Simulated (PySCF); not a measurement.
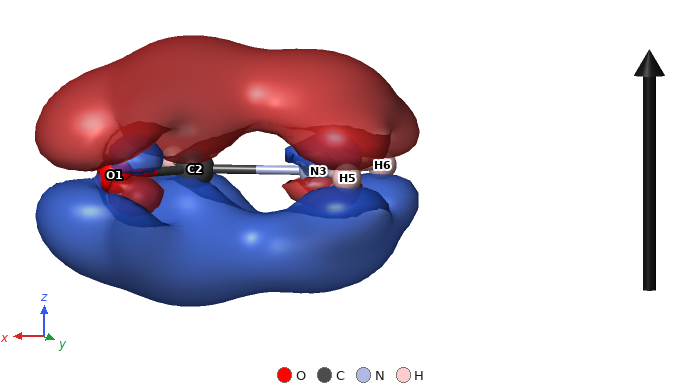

Figure 1: CH$_{3}$NO, SMILES `O=CN`. Change of the electron density in a uniform field of 0.51 V/Å along +z (arrow), surfaces at ±0.002 e/Å³ (blue: gain, red: loss).

Method: PBE0/def2-SVP; geometry: GFN2-xTB; program: PySCF. No frequency check shows the geometry to be a minimum. A basis without diffuse functions makes polarisabilities too small.

The field was applied in both directions; the picture shows the one opposite to the script's first.

Q: What dipole is induced, and what polarisability does it imply?

A: The induced dipole is 0.28 D (along the field); α along this axis, from the fields in both directions, is 11 bohr³ (1.6 Å³).
